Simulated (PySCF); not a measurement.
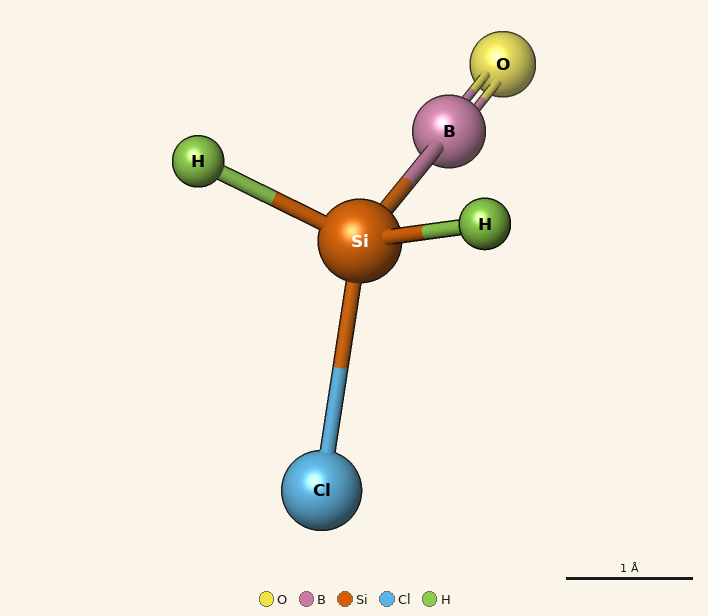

The picture comes from a calculation with PySCF.

Ball-and-stick drawing of a structure. Multiple sticks mark multiple bonds (one Kekulé form).

What does the picture show?

Formula BClH₂OSi. As SMILES it reads `O=B[SiH2]Cl`. It has no ring. Among its groups: Si–H bond. The point group is Cs. Coordination: 1 B linear; 1 Si tetrahedral.
